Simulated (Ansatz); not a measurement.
# Run report: BSiH5Cl2O, geometry relaxation (part 1 of 2)

The run: geometry relaxation of BSiH5Cl2O. Method and program: RKS B3LYP/6-31G* (Ansatz 0.2.0).

The input holds or restrains some coordinates. It belongs to a series of runs on one base structure; here: pulled along the bonds that form and break, towards end A. Figures and captions count atoms from 1; the log counts them from 0 in places.

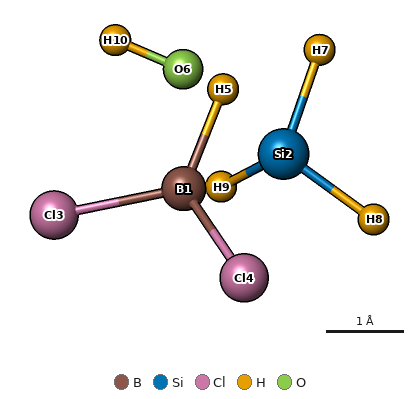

Fig. 1: The input geometry (ball-and-stick view, seen at a tilt; atoms are numbered from 1 in the order of the input). Bond lengths as drawn: B–Cl 1.77 to 1.79 Å, B–H 1.43 Å, H–O 0.96 Å and H–Si 1.46 to 1.47 Å.

## Input file
```yaml
crystal:
  periodic: [false, false, false]
  atoms:
    - { symbol: B, position_ang: [-0.2691, -0.8902, 0.2907] }
    - { symbol: Si, position_ang: [1.0788, 0.8948, -0.1463] }
    - { symbol: Cl, position_ang: [-0.2295, -2.0696, -1.0576] }
    - { symbol: Cl, position_ang: [0.0028, -1.5137, 1.9255] }
    - { symbol: H, position_ang: [-0.7343, 0.428, -0.0259] }
    - { symbol: O, position_ang: [-1.8477, -0.1349, 0.2607] }
    - { symbol: H, position_ang: [0.5373, 2.215, -0.4933] }
    - { symbol: H, position_ang: [1.9133, 1.057, 1.0366] }
    - { symbol: H, position_ang: [1.8844, 0.4629, -1.2836] }
    - { symbol: H, position_ang: [-2.336, -0.4494, -0.507] }
basis:
  gaussian: { orbitals: "6-31G*" }
hamiltonian:
  xc: b3lyp
relax:
  f_tol: 0.15
  max_steps: 25
  restrain:
    - { distance: [0, 5], at: 2.8, k: 30.0 }
    - { distance: [4, 1], at: 2.72, k: 30.0 }
    - { distance: [0, 1], at: 1.95, k: 30.0 }
    - { distance: [4, 5], at: 0.97, k: 30.0 }
output:
  orbitals: {}
```

Machine: 2 threads of AMD EPYC (Zen 5), 16 GiB of memory available, shared host.

Launch command:
```bash
ansatz run input.yaml --threads 2 --pin off --max-ram 3072MiB --backend cpu --events-out ev --progress --plain --runs-dir out
```

## The program's output
```
The last accepted step is kept in [file] (removed where the run ends without a failure and the disk answers)
Engine: ansatz 0.2.0, x86_64-unknown-linux-gnu
Functional definition: B3LYP
  parameter a0 = 0.2
  parameter ax = 0.72
  parameter ac = 0.81
  exchange = (1 - a0 - ax)*slater_x + ax*b88_x + a0*exact_x
  correlation = (1 - ac)*vwn_rpa_c + ac*lyp_c
1029 factors; integrals over basis functions are off by at most 6.4e-4 eV
mean field evaluation 1: about -35724.4347 eV, gradient 4.4e1 eV
mean field evaluation 2: about -35713.4192 eV, gradient 8.7e1 eV
mean field evaluation 4: about -35727.8710 eV, gradient 2.3e0 eV
mean field evaluation 8: about -35727.9049 eV, gradient 1.0e-1 eV
mean field evaluation 16: about -35727.9050 eV, gradient 3.2e-5 eV
mean field -35727.90497304 eV, -1312.9762905156 hartree, gradient 3.2e-5 eV, S^2 0.000000; 0 other end points of the search recorded, 0 dependent functions left out
the calculation of the forces begins
reference -35727.90522550 eV, -1312.9762997930 hartree; 33, 33 occupied and 64, 64 virtual orbitals, 1029 factors
relax step   1: F+E_penalty+E_count = -35727.90497304 eV  Δ(F+E_penalty+E_count) = +0.000e0 eV  max|allowed force component| = 2.073e0 eV/Å  E_restraint = 30.27889743 eV  max|allowed force component, restraints' pulls added| = 3.355e1 eV/Å  Δτ_max = 0.0000 Å  (27 SCF iters, accepted)
  distance B 0 - O 5 = 1.7502 Å
  distance H 4 - Si 1 = 1.8761 Å
  distance B 0 - Si 1 = 2.2790 Å
  distance H 4 - O 5 = 1.2801 Å
these checks for a lower state are left out or cut short: starts, cluster_reference, orbital_swaps, neighbouring_geometries, increment
1029 factors; integrals over basis functions are off by at most 6.5e-4 eV
mean field -35727.94962876 eV, -1312.9779315828 hartree, gradient 1.1e-5 eV, S^2 0.000000; 0 other end points of the search recorded, 0 dependent functions left out
[... from here on the field's lines of each further geometry are left out, up to the last ...]
relax step   2: F+E_penalty+E_count = -35727.94962876 eV  Δ(F+E_penalty+E_count) = -4.466e-2 eV  max|allowed force component| = 3.059e0 eV/Å  E_restraint = 14.78600526 eV  max|allowed force component, restraints' pulls added| = 2.526e1 eV/Å  Δτ_max = 0.1949 Å  (35 SCF iters, accepted)
relax step   3: F+E_penalty+E_count = -35728.33345030 eV  Δ(F+E_penalty+E_count) = -3.838e-1 eV  max|allowed force component| = 2.405e0 eV/Å  E_restraint = 5.18797211 eV  max|allowed force component, restraints' pulls added| = 1.525e1 eV/Å  Δτ_max = 0.1950 Å  (34 SCF iters, accepted)
relax step   4: F+E_penalty+E_count = -35728.49503804 eV  Δ(F+E_penalty+E_count) = -1.616e-1 eV  max|allowed force component| = 1.525e0 eV/Å  E_restraint = 0.52025024 eV  max|allowed force component, restraints' pulls added| = 5.100e0 eV/Å  Δτ_max = 0.1944 Å  (28 SCF iters, accepted)
relax step   5: F+E_penalty+E_count = -35728.85956689 eV  Δ(F+E_penalty+E_count) = -3.645e-1 eV  max|allowed force component| = 1.510e0 eV/Å  E_restraint = 0.02369678 eV  max|allowed force component, restraints' pulls added| = 9.260e-1 eV/Å  Δτ_max = 0.1944 Å  (28 SCF iters, accepted)
relax step   6: F+E_penalty+E_count = -35728.97740141 eV  Δ(F+E_penalty+E_count) = -1.178e-1 eV  max|allowed force component| = 1.573e0 eV/Å  E_restraint = 0.06062556 eV  max|allowed force component, restraints' pulls added| = 2.851e0 eV/Å  Δτ_max = 0.1947 Å  (29 SCF iters, accepted)
relax step   7: F+E_penalty+E_count = -35729.09919664 eV  Δ(F+E_penalty+E_count) = -1.218e-1 eV  max|allowed force component| = 1.075e0 eV/Å  E_restraint = 0.02411500 eV  max|allowed force component, restraints' pulls added| = 9.565e-1 eV/Å  Δτ_max = 0.1949 Å  (28 SCF iters, accepted)
relax step   8: F+E_penalty+E_count = -35729.12691176 eV  Δ(F+E_penalty+E_count) = -2.772e-2 eV  max|allowed force component| = 1.101e0 eV/Å  E_restraint = 0.03940544 eV  max|allowed force component, restraints' pulls added| = 1.458e0 eV/Å  Δτ_max = 0.1735 Å  (27 SCF iters, accepted)
relax step   9: F+E_penalty+E_count = -35729.16334301 eV  Δ(F+E_penalty+E_count) = -3.643e-2 eV  max|allowed force component| = 7.282e-1 eV/Å  E_restraint = 0.01360289 eV  max|allowed force component, restraints' pulls added| = 1.896e-1 eV/Å  Δτ_max = 0.1286 Å  (26 SCF iters, accepted)
relax step  10: F+E_penalty+E_count = -35729.18179537 eV  Δ(F+E_penalty+E_count) = -1.845e-2 eV  max|allowed force component| = 7.560e-1 eV/Å  E_restraint = 0.01253920 eV  max|allowed force component, restraints' pulls added| = 8.819e-2 eV/Å  Δτ_max = 0.1999 Å  (26 SCF iters, accepted)
relax step  11: F+E_penalty+E_count = -35729.19267303 eV  Δ(F+E_penalty+E_count) = -1.088e-2 eV  max|allowed force component| = 9.009e-1 eV/Å  E_restraint = 0.01205336 eV  max|allowed force component, restraints' pulls added| = 3.079e-1 eV/Å  Δτ_max = 0.1950 Å  (27 SCF iters, accepted)
relax step  12: F+E_penalty+E_count = -35729.20505457 eV  Δ(F+E_penalty+E_count) = -1.238e-2 eV  max|allowed force component| = 9.259e-1 eV/Å  E_restraint = 0.01184133 eV  max|allowed force component, restraints' pulls added| = 2.392e-1 eV/Å  Δτ_max = 0.0677 Å  (28 SCF iters, accepted)
relax step  13: F+E_penalty+E_count = -35729.22799601 eV  Δ(F+E_penalty+E_count) = -2.294e-2 eV  max|allowed force component| = 6.364e-1 eV/Å  E_restraint = 0.01150647 eV  max|allowed force component, restraints' pulls added| = 9.330e-2 eV/Å  Δτ_max = 0.1995 Å  (28 SCF iters, accepted)
relax step  14: F+E_penalty+E_count = -35729.22170969 eV  Δ(F+E_penalty+E_count) = +6.286e-3 eV  max|allowed force component| = 6.734e-1 eV/Å  E_restraint = 0.01078292 eV  max|allowed force component, restraints' pulls added| = 4.483e-1 eV/Å  Δτ_max = 0.1972 Å  (27 SCF iters, rejected (line search))
the calculation of the forces begins
reference -35729.23106215 eV, -1313.0250233913 hartree; 33, 33 occupied and 64, 64 virtual orbitals, 1029 factors
relax step  15: F+E_penalty+E_count = -35729.23081025 eV  Δ(F+E_penalty+E_count) = -2.814e-3 eV  max|allowed force component| = 6.812e-1 eV/Å  E_restraint = 0.00984217 eV  max|allowed force component, restraints' pulls added| = 1.380e-1 eV/Å  Δτ_max = 0.0962 Å  (29 SCF iters, accepted)
  distance B 0 - O 5 = 2.7968 Å
  distance H 4 - Si 1 = 2.7270 Å
  distance B 0 - Si 1 = 1.9744 Å
  distance H 4 - O 5 = 0.9721 Å
1029 factors; integrals over basis functions are off by at most 6.4e-4 eV
mean field evaluation 128: about -35729.2308 eV, gradient 1.2e-2 eV
```

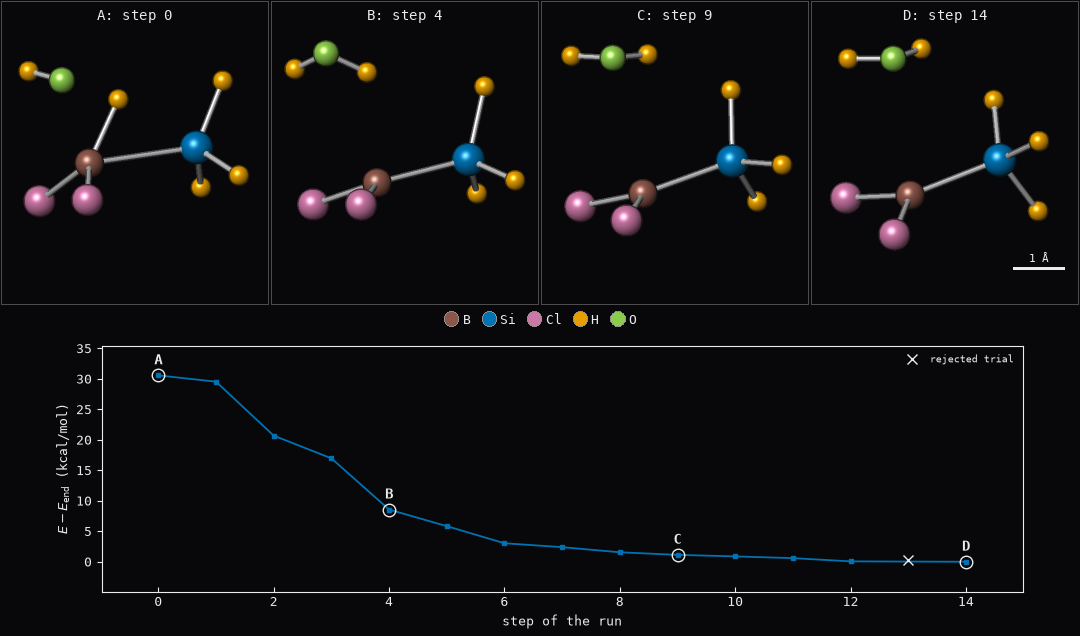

Fig. 2: Frames of the restrained relaxation (ball-and-stick view, seen at a tilt) above the curves, on which the letters mark them (the first geometry is step 0 here and step 1 in the log).

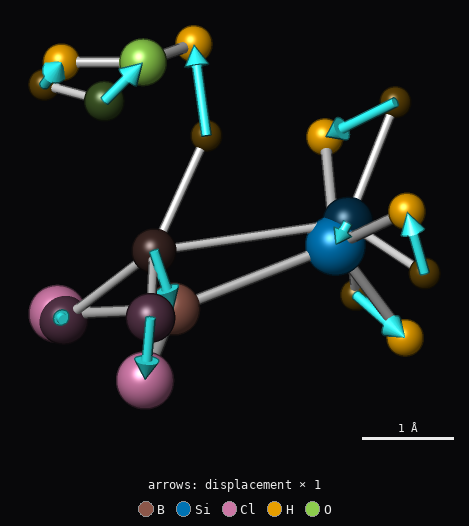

Fig. 3: Start (faint) and end (solid) with the displacements as teal arrows, at true length (ball-and-stick view, seen at a tilt). The two geometries are laid on each other by the best rigid fit. H5 moves most after the best rigid fit: 1.03 Å. By element the largest moves are H 1.03 Å, Cl 0.75 Å, B 0.71 Å, O 0.63 Å, Si 0.29 Å. Among the contacts that change: B1–H5 1.433 → 2.946 Å, H5–O6 1.280 → 0.972 Å, B1–Si2 2.279 → 1.974 Å, Si2–H8 1.457 → 1.487 Å. New bonds form: H5–O6 (1.28 → 0.97 Å). Among the angles that change: B1–Si2–H7 122.1° → 110.7°, Si2–B1–Cl4 111.2° → 121.8°, Si2–B1–Cl3 111.0° → 120.0°. Over 14 geometry steps the energy falls by 30.6 kcal/mol. The largest force component goes from 2.1 to 0.68 eV/Å. The line search rejected the trial step at point 13 (counted from 0) and went back. (Atoms are counted from 1 in the order of the input.)

```
mean field -35729.23081025 eV, -1313.0250141341 hartree, gradient 8.2e-6 eV, S^2 0.000000; 1 other end points of the search recorded, 0 dependent functions left out
the calculation of the forces begins
reference -35729.23106215 eV, -1313.0250233913 hartree; 33, 33 occupied and 64, 64 virtual orbitals, 1029 factors
Total energy: -35729.23106215 eV, -1313.0250233913 hartree
Atom 0 at     0.392025    -1.160092     0.173509 Å, force    -0.267323    -0.639584     0.078206 eV/Å
Atom 1 at     1.144991     0.637899    -0.140078 Å, force     0.453831     0.681163    -0.101375 eV/Å
Atom 2 at    -0.271562    -2.097581    -1.188584 Å, force    -0.026110     0.028414     0.044495 eV/Å
Atom 3 at     0.549718    -1.973426     1.728978 Å, force    -0.036254     0.017621    -0.013717 eV/Å
Atom 4 at    -1.554020     1.007781    -0.262016 Å, force    -0.195348     0.014031     0.037170 eV/Å
Atom 5 at    -1.886047     0.438232     0.452331 Å, force     0.074748    -0.097896    -0.101987 eV/Å
Atom 6 at     0.314359     1.395383    -1.125366 Å, force     0.023206    -0.008969     0.011891 eV/Å
Atom 7 at     1.248280     1.435763     1.110450 Å, force    -0.016298    -0.019653    -0.035989 eV/Å
Atom 8 at     2.508142     0.525414    -0.741575 Å, force    -0.034415    -0.011729     0.027253 eV/Å
Atom 9 at    -2.445886    -0.209472    -0.007849 Å, force     0.023964     0.036602     0.054052 eV/Å
Dipole moment:    -0.167310     0.141414    -0.311261 e Å
```

## Trajectory as extended XYZ (Å, eV, eV/Å), 15 frames, from step=1 to step=15
```
10
Properties=species:S:1:pos:R:3:forces:R:3 step=1 energy=-35727.90497
B    -0.2691   -0.8902    0.2907   -1.4027   0.4637  -0.1202
Si    1.0788    0.8948   -0.1463   -0.1613  -0.4077   0.0472
Cl   -0.2295   -2.0696   -1.0576    0.1839  -0.1507  -0.3771
Cl    0.0028   -1.5137    1.9255    0.2184   0.0429   0.3646
H    -0.7343    0.4280   -0.0259   -0.9876  -0.0941  -0.0717
O    -1.8477   -0.1349    0.2607    2.0727   0.2364   0.8589
H     0.5373    2.2150   -0.4933   -0.3398   0.3395  -0.0732
H     1.9133    1.0570    1.0366    0.2042  -0.0104   0.4576
H     1.8844    0.4629   -1.2836    0.2083  -0.2360  -0.3536
H    -2.3360   -0.4494   -0.5070    0.0038  -0.1837  -0.7326
10
Properties=species:S:1:pos:R:3:forces:R:3 step=2 energy=-35727.94963
B    -0.0894   -0.8878    0.2773    0.1307   0.0832   0.0966
Si    1.1726    0.8817   -0.1442   -1.9482  -0.2347  -0.0198
Cl   -0.2259   -2.0737   -1.0627    0.1104  -0.0146  -0.1280
Cl    0.0075   -1.5156    1.9318    0.1549   0.0350   0.0814
H    -0.9203    0.3727   -0.0084   -3.0590  -0.2921   0.1379
O    -1.9560   -0.0491    0.2617    2.9163   1.1580   0.4543
H     0.5388    2.2089   -0.4915   -0.0592  -0.4088   0.1215
H     1.9236    1.0579    1.0494    0.8610   0.1601   0.9789
H     1.8945    0.4575   -1.2950    0.8750  -0.3210  -0.9181
H    -2.3452   -0.4525   -0.5185    0.0181  -0.1652  -0.8046
10
Properties=species:S:1:pos:R:3:forces:R:3 step=3 energy=-35728.33345
B     0.1049   -0.8996    0.2661    0.0900  -0.3991   0.2561
Si    1.2271    0.8575   -0.1407   -2.4049   0.2489  -0.1024
Cl   -0.2261   -2.0738   -1.0631    0.2571   0.2176   0.1438
Cl    0.0081   -1.5161    1.9327    0.2668   0.1186  -0.2852
H    -1.1015    0.3417    0.0078   -2.2528   0.1630   0.2131
O    -2.0521    0.0325    0.2591    1.6497   0.6198  -0.3080
H     0.5401    2.1981   -0.4887    0.1123  -0.9290   0.2475
H     1.9361    1.0603    1.0613    1.1473   0.2705   1.1474
H     1.9078    0.4538   -1.3071    1.2117  -0.2968  -1.1904
H    -2.3445   -0.4546   -0.5274   -0.0772  -0.0136  -0.1221
```
